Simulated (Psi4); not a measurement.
Property calculation, with input and output: CH₂O (charge −1) (part 2 of 2)

The same run, continued: CH₂O, charge −1, multiplicity 2, SMILES [CH2][O-]; OLCCD/6-31+G**, UHF (Psi4 1.11). The geometry comes from this level: GFN2-xTB.

Geometry of the input (Å):
```
C  0.0361  -0.0325  -0.1805
O  1.0074  0.6949  0.3147
H  -0.9792  0.4361  -0.2968
H  -0.0642  -1.0984  0.1627
```

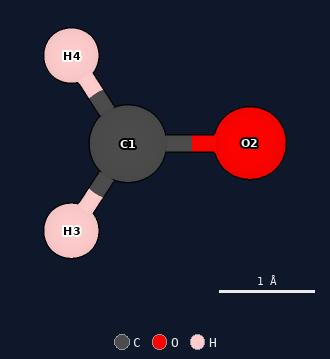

Figure 1. The structure as given in the input (ball-and-stick view, seen on its broad side; atoms are numbered from 1 in the order of the input).

**Log, continued**
```
 L = 1.  Multiply by 2.5417464519 to convert [e a0] to [Debye]
 Dipole X            :          1.5216652           -1.9438932           -0.4222279
 Dipole Y            :          1.0316967           -1.2474496           -0.2157529
 Dipole Z            :          0.4156382           -0.2953212            0.1203170
 Magnitude           :                                                    0.4891850

 L = 2.  Multiply by 1.3450342976 to convert [e a0^2] to [Debye ang]
 Quadrupole XX       :        -34.5312028           21.0203200          -13.5108828
 Quadrupole XY       :        -12.2706707           11.2618612           -1.0088094
 Quadrupole XZ       :         -8.2517805            7.8546214           -0.3971591
 Quadrupole YY       :        -26.8392842           13.9686939          -12.8705903
 Quadrupole YZ       :         -4.7687392            3.9309987           -0.8377405
 Quadrupole ZZ       :        -17.5898801            3.5648731          -14.0250070
 Traceless XX        :         -8.2110804            8.1690244           -0.0420561
 Traceless YY        :         -0.5191618            1.1173982            0.5982364
 Traceless ZZ        :          8.7302423           -9.2864225           -0.5561803

 ------------------------------------------------------------------------------------
  ==> Computing MBIS Charges <==

  Electron Count from Grid (Expected Number): 17.00000 (17.00000)
  Difference: -0.00000

  MBIS Charges: (a.u.)
   Center  Symbol  Z      Pop.       Charge
      1       C    6    6.555832   -0.555832
      2       O    8    8.613792   -0.613792
      3       H    1    0.915197    0.084803
      4       H    1    0.915178    0.084822

  MBIS Dipoles: [e a0]
   Center  Symbol  Z        X           Y           Z
      1       C    6    0.118585    0.127950    0.191141
      2       O    8   -0.126860   -0.091773   -0.053876
      3       H    1   -0.024709    0.024411   -0.004438
      4       H    1    0.008687   -0.031602    0.012338

  MBIS Quadrupoles: [e a0^2]
   Center  Symbol  Z      XX        XY        XZ        YY        YZ        ZZ
      1       C    6   -7.1327   -0.0600    0.2708   -6.9638   -0.1071   -7.7928
      2       O    8   -4.7160   -0.0199   -0.0474   -4.7212   -0.0095   -4.6439
      3       H    1   -0.5966    0.0369    0.0128   -0.5382    0.0029   -0.5702
      4       H    1   -0.5287   -0.0019    0.0228   -0.5990    0.0238   -0.5773

  MBIS Octupoles: [e a0^3]
   Center  Symbol  Z      XXX       XXY       XXZ       XYY       XYZ       XZZ       YYY       YYZ       YZZ       ZZZ
      1       C    6    0.5182   -0.6622   -0.0082   -0.1186   -0.5262    0.0721    1.2627    0.2129    0.7153    3.2499
      2       O    8   -0.6631    0.1123    0.0189   -0.1160    0.1794   -0.2454   -0.6975   -0.0343   -0.1339   -0.3458
      3       H    1    0.0756   -0.0050   -0.0130    0.0159   -0.0046    0.0274    0.0136   -0.0096    0.0058    0.0071
      4       H    1    0.0443    0.0076   -0.0168    0.0162   -0.0086    0.0156    0.0532   -0.0084    0.0253   -0.0118

  MBIS Radial Moments:
   Center  Symbol  Z      [a0^2]      [a0^3]      [a0^4]
      1       C    6   21.889339   72.356460   308.139554
      2       O    8   14.081096   28.896731   72.410367
      3       H    1    1.705042    3.378692    8.163112
      4       H    1    1.704900    3.378290    8.161830

  MBIS Valence Widths: [a0]
   Center  Symbol  Z     Width
      1       C    6    0.605144
      2       O    8    0.410432
      3       H    1    0.395050
      4       H    1    0.395038

  MBIS Valence Charges: (a.u.)
   Center  Symbol  Z     Charge
      1       C    6   -4.788693
      2       O    8   -6.961648
      3       H    1   -0.915197
      4       H    1   -0.915178

  Wiberg Bond Indices using Orthogonal Lowdin Orbitals:

  Total Bond Index:
  Irrep: 1 Size: 4 x 4

                 1                   2                   3                   4

    1     0.00000000000000     1.89921831646432     0.92996620001499     0.93062013649479
    2     1.89921831646432     0.00000000000000     0.08641027815610     0.08527207494894
    3     0.92996620001499     0.08641027815610     0.00000000000000     0.01977571284944
    4     0.93062013649479     0.08527207494894     0.01977571284944     0.00000000000000

  Alpha Contribution:
  Irrep: 1 Size: 4 x 4

                 1                   2                   3                   4

    1     0.00000000000000     0.77343115486769     0.47318511282888     0.47346821815311
    2     0.77343115486769     0.00000000000000     0.04193813716015     0.04151680639099
    3     0.47318511282888     0.04193813716015     0.00000000000000     0.00957464026151
    4     0.47346821815311     0.04151680639099     0.00957464026151     0.00000000000000

  Beta Contribution:
  Irrep: 1 Size: 4 x 4

                 1                   2                   3                   4

    1     0.00000000000000     1.12578716159663     0.45678108718611     0.45715191834168
    2     1.12578716159663     0.00000000000000     0.04447214099595     0.04375526855796
    3     0.45678108718611     0.04447214099595     0.00000000000000     0.01020107258793
    4     0.45715191834168     0.04375526855796     0.01020107258793     0.00000000000000

  Atomic Valences:

 #  #
 Irrep: 1
      1:    3.759804652974100
      2:    2.070900669569364
      3:    1.036152191020530
      4:    1.035667924293171

	total time  =          3 seconds =       0.05 minutes
  Constructing Basis Sets for DFOCC...

   => Loading Basis Set <=

    Name: (6-31+G** AUX)
    Role: JKFIT
    Keyword: DF_BASIS_SCF

   => Loading Basis Set <=

    Name: (6-31+G** AUX)
    Role: RIFIT
    Keyword: DF_BASIS_CC

  Module DFOCC Options:
  ----------------------------------------------------------------------------
  ACTIVE                        => (empty)
  BASIS_RELATIVISTIC            => (empty)
  BENCH                         => (empty)
  CC_DIIS_MAX_VECS              => (empty)
  CC_DIIS_MIN_VECS              => (empty)
  CC_LAMBDA                     => (empty)
  CC_MAXITER                    => (empty)
  CC_TYPE                       => DF              !
  CHOLESKY                      => FALSE           !
  CHOLESKY_TOLERANCE            => (empty)
  CI_TYPE                       => (empty)
  COMPUT_S2                     => (empty)
  CUBEPROP_BASIS_FUNCTIONS      => (empty)
  CUBEPROP_FILEPATH             => (empty)
  CUBEPROP_ISOCONTOUR_THRESHOLD => (empty)
  CUBEPROP_ORBITALS             => (empty)
  CUBEPROP_TASKS                => (empty)
  CUBIC_BASIS_TOLERANCE         => (empty)
  CUBIC_BLOCK_MAX_POINTS        => (empty)
  CUBIC_GRID_OVERAGE            => (empty)
  CUBIC_GRID_SPACING            => (empty)
  CUTOFF                        => (empty)
  DDX                           => (empty)
  DEBUG                         => (empty)
  DERTYPE                       => (empty)
  DF_BASIS_CC                   => (empty)
  DIE_IF_NOT_CONVERGED          => (empty)
  DKH_ORDER                     => (empty)
  DOCC                          => (empty)
  DO_DIIS                       => (empty)
  DO_LEVEL_SHIFT                => (empty)
  DO_SCS                        => FALSE           !
  DO_SOS                        => FALSE           !
  E3_SCALE                      => (empty)
  EKT_IP                        => (empty)
  EXTERNAL_POTENTIAL_SYMMETRY   => (empty)
  E_CONVERGENCE                 => 1e-06           !
  FREEZE_CORE                   => (empty)
  FREEZE_CORE_POLICY            => (empty)
  FROZEN_DOCC                   => (empty)
  FROZEN_UOCC                   => (empty)
  HESS_TYPE                     => (empty)
  INTEGRAL_CUTOFF               => (empty)
  INTEGRAL_PACKAGE              => (empty)
  LEVEL_SHIFT                   => (empty)
  LINEQ_SOLVER                  => (empty)
  LITERAL_CFOUR                 => (empty)
  LS_THC_BASIS_TOLERANCE        => (empty)
  LS_THC_DF                     => (empty)
  LS_THC_PRUNING_SCHEME         => (empty)
  LS_THC_RADIAL_POINTS          => (empty)
  LS_THC_SPHERICAL_POINTS       => (empty)
  LS_THC_S_EPSILON              => (empty)
  LS_THC_WEIGHTS_TOLERANCE      => (empty)
  MAT_NUM_COLUMN_PRINT          => (empty)
  MAX_MOGRAD_CONVERGENCE        => (empty)
  MAX_RADIAL_MOMENT             => (empty)
  MBIS_D_CONVERGENCE            => (empty)
  MBIS_MAXITER                  => (empty)
  MBIS_PRUNING_SCHEME           => (empty)
  MBIS_RADIAL_POINTS            => (empty)
  MBIS_SPHERICAL_POINTS         => (empty)
  MOLDEN_WITH_VIRTUAL           => (empty)
  MOLDEN_WRITE                  => (empty)
  MO_DIIS_NUM_VECS              => (empty)
  MO_MAXITER                    => (empty)
  MO_STEP_MAX                   => (empty)
  MP2_AMP_TYPE                  => (empty)
  MP2_OS_SCALE                  => (empty)
  MP2_SOS_SCALE                 => (empty)
  MP2_SOS_SCALE2                => (empty)
  MP2_SS_SCALE                  => (empty)
  MP2_TYPE                      => (empty)
  MP_TYPE                       => (empty)
  NAT_ORBS                      => FALSE           !
  NUM_FROZEN_DOCC               => (empty)
  NUM_FROZEN_UOCC               => (empty)
  NUM_GPUS                      => (empty)
  OCC_ORBS_PRINT                => (empty)
  OEPROP                        => (empty)
  OO_SCALE                      => (empty)
  OPT_METHOD                    => (empty)
  ORBITAL_OPTIMIZER_PACKAGE     => (empty)
  ORB_OPT                       => TRUE            !
  ORB_RESP_SOLVER               => (empty)
  ORTH_TYPE                     => (empty)
  PARENT_SYMMETRY               => (empty)
  PCG_BETA_TYPE                 => (empty)
  PCG_CONVERGENCE               => (empty)
  PCG_MAXITER                   => (empty)
  PCM                           => (empty)
  PE                            => (empty)
  PPL_TYPE                      => (empty)
  PRINT                         => (empty)
  PRINT_NOONS                   => (empty)
  PROPERTIES                    => (empty)
  PROPERTIES_ORIGIN             => (empty)
  PUREAM                        => (empty)
  QCHF                          => (empty)
  QC_MODULE                     => (empty)
  RAS1                          => (empty)
  RAS2                          => (empty)
  RAS3                          => (empty)
  RAS4                          => (empty)
  READ_SCF_3INDEX               => (empty)
  REGULARIZATION                => (empty)
  REG_PARAM                     => (empty)
  RELATIVISTIC                  => (empty)
  REMP_A                        => (empty)
  RESTRICTED_DOCC               => (empty)
  RESTRICTED_UOCC               => (empty)
  RMS_MOGRAD_CONVERGENCE        => (empty)
  R_CONVERGENCE                 => (empty)
  SCF_TYPE                      => DISK_DF         !
  SCREENING                     => (empty)
  SCS_TYPE                      => (empty)
  SOCC                          => (empty)
  SOS_TYPE                      => (empty)
  TRIPLES_IABC_TYPE             => (empty)
  WFN                           => (empty)
  WFN_TYPE                      => DF-OLCCD        !
  WRITER_FILE_LABEL             => (empty)
  ZORA_BASIS_TOLERANCE          => (empty)
  ZORA_NR_DEBUG                 => (empty)
  ZORA_PRUNING_SCHEME           => (empty)
  ZORA_RADIAL_POINTS            => (empty)
  ZORA_SPHERICAL_POINTS         => (empty)

	Warning: cc_lambda option is changed to TRUE
	For this residual convergence, default PCG convergence is:     1.00e-07
	For this energy convergence, default RMS orbital gradient is:     3.16e-07
	For this energy convergence, default MAX orbital gradient is:     2.00e-06

 ==============================================================================
 ==============================================================================
 ==============================================================================

                     DF-OLCCD (DF-OO-LCCD)

 ==============================================================================
 ==============================================================================
 ==============================================================================

	MO Hessian type is changed to 'APPROX_DIAG'
	MO spaces...

	 FC   AOCC   BOCC  AVIR   BVIR   FV
	------------------------------------------
	  0     9     8    39     40     0
	Reading DF integrals from disk ...
	Number of basis functions in the DF-HF basis: 252
	Number of basis functions in the DF-CC basis: 172

	Total memory requirement for DF+CC int:      6.32 MB

	Computing DF-MP2 energy using SCF MOs (Canonical DF-MP2)...
	=======================================================================
	Nuclear Repulsion Energy (a.u.)    :    29.35771713265117
	DF-HF Energy (a.u.)                :  -113.81568598185052
	REF Energy (a.u.)                  :  -113.81568598185052
	Alpha-Alpha Contribution (a.u.)    :    -0.04567431207605
	Alpha-Beta Contribution (a.u.)     :    -0.24987982570961
	Beta-Beta Contribution (a.u.)      :    -0.04258146443977
	Scaled_SS Correlation Energy (a.u.):    -0.02941859217194
	Scaled_OS Correlation Energy (a.u.):    -0.29985579085153
	DF-SCS-MP2 Total Energy (a.u.)     :  -114.14496036487400
	DF-SOS-MP2 Total Energy (a.u.)     :  -114.14052975527302
	DF-SCS(N)-MP2 Total Energy (a.u.)  :  -113.97101614851834
	DF-MP2 Correlation Energy (a.u.)   :    -0.33813560222542
	DF-MP2 Total Energy (a.u.)         :  -114.15382158407594
	=======================================================================

	Number of alpha independent-pairs:351
	Number of beta independent-pairs :320

 ==============================================================================
 ================ Performing DF-OLCCD iterations... ===========================
 ==============================================================================
	            Minimizing DF-LCCD-L Functional
	            ------------------------------
 Iter       E_total           DE           RMS MO Grad      MAX MO Grad      RMS T2
 ----    ---------------    ----------     -----------      -----------     ----------
	successfully fired up coupled DIIS...
   1     -114.1723205624     -1.85e-02       2.57e-03         2.05e-02        1.36e-04
   2     -114.1740320522     -1.71e-03       1.71e-03         1.25e-02        6.04e-05
   3     -114.1745569557     -5.25e-04       1.05e-03         7.44e-03        3.75e-05
   4     -114.1748757108     -3.19e-04       3.28e-04         4.59e-03        1.83e-05
   5     -114.1750128628     -1.37e-04       2.36e-04         2.80e-03        9.64e-06
   6     -114.1750737104     -6.08e-05       1.23e-04         1.62e-03        4.19e-06
   7     -114.1750884355     -1.47e-05       8.10e-05         9.04e-04        2.20e-06
   8     -114.1750943543     -5.92e-06       3.75e-05         4.02e-04        1.12e-06
   9     -114.1750956485     -1.29e-06       1.46e-05         1.80e-04        5.40e-07
  10     -114.1750958251     -1.77e-07       5.87e-06         5.26e-05        2.66e-07
  11     -114.1750958481     -2.30e-08       2.98e-06         2.41e-05        1.41e-07
  12     -114.1750958530     -4.89e-09       1.49e-06         1.02e-05        7.72e-08
  13     -114.1750958547     -1.71e-09       6.38e-07         6.96e-06        4.47e-08
  14     -114.1750958554     -6.78e-10       3.35e-07         4.21e-06        2.07e-08
  15     -114.1750958556     -1.57e-10       2.30e-07         2.73e-06        1.22e-08
  16     -114.1750958556     -8.15e-11       9.67e-08         1.27e-06        5.93e-09

 ==============================================================================
 ======================== DF-OLCCD ITERATIONS ARE CONVERGED ===================
 ==============================================================================

	Computing DF-LCCD energy using optimized MOs...
	=======================================================================
	Nuclear Repulsion Energy (a.u.)    :    29.35771713265117
	SCF Energy (a.u.)                  :  -113.81568598185052
	REF Energy (a.u.)                  :  -113.81089011075093
	Alpha-Alpha Contribution (a.u.)    :    -0.04090298882435
	Alpha-Beta Contribution (a.u.)     :    -0.28585287719658
	Beta-Beta Contribution (a.u.)      :    -0.03744990843512
	DF-LCCD Correlation Energy (a.u.)  :    -0.36420577445604
	DF-LCCD Total Energy (a.u.)        :  -114.17509585563594
	=======================================================================

	=======================================================================
	================ DF-OLCCD FINAL RESULTS ===============================
	=======================================================================
	Nuclear Repulsion Energy (a.u.)    :    29.35771713265117
	DF-HF Energy (a.u.)                :  -113.81568598185052
	REF Energy (a.u.)                  :  -113.81089011075093
	DF-OLCCD Correlation Energy (a.u.) :    -0.35940987378542
	Edfolccd - Eref (a.u.)             :    -0.36420574488501
	DF-OLCCD Total Energy (a.u.)       :  -114.17509585563594
	=======================================================================

	total time  =         24 seconds =       0.40 minutes

    Psi4 run time: 0:00:28.19
```

**File result.json**
```
{
 "driver": "energy",
 "model": {
  "method": "olccd",
  "basis": "6-31+G**"
 },
 "success": true,
 "return_result": -114.17509585563594,
 "properties": {
  "calcinfo_nbasis": 48,
  "calcinfo_nmo": 48,
  "calcinfo_nalpha": 9,
  "calcinfo_nbeta": 8,
  "calcinfo_natom": 4,
  "nuclear_repulsion_energy": 29.35771713265117,
  "return_energy": -114.17509585563594,
  "scf_one_electron_energy": -218.4525696173034,
  "scf_two_electron_energy": 75.2791665028017,
  "scf_dipole_moment": [-0.42222794957308807, -0.2157529047926945, 0.12031704194212683],
  "scf_total_energy": -113.81568598185052,
  "scf_iterations": 17,
  "mp2_same_spin_correlation_energy": -0.08825577651581323,
  "mp2_opposite_spin_correlation_energy": -0.2498798257096113,
  "mp2_singles_energy": 0.0,
  "mp2_doubles_energy": -0.3381356022254245,
  "mp2_correlation_energy": -0.33813560222542094,
  "mp2_total_energy": -114.15382158407594
 }
}
```

**Results in brief**

```json
{"quantity": "outcome", "value": "converged"}
{"quantity": "total energy", "value": "−114.175096 hartree"}
{"quantity": "SCF energy", "value": "−113.815686 hartree"}
{"quantity": "MP2 energy", "value": "−114.153822 hartree"}
{"quantity": "correlation energy", "value": "−0.359410 hartree"}
{"quantity": "basis functions", "value": "48"}
{"quantity": "⟨S²⟩", "value": "0.770"}
{"quantity": "wall time", "value": "30 s"}
{"quantity": "peak memory", "value": "0.2 GiB"}
```

Settings chosen away from the usual ones: basis_guess set to STO-3G.
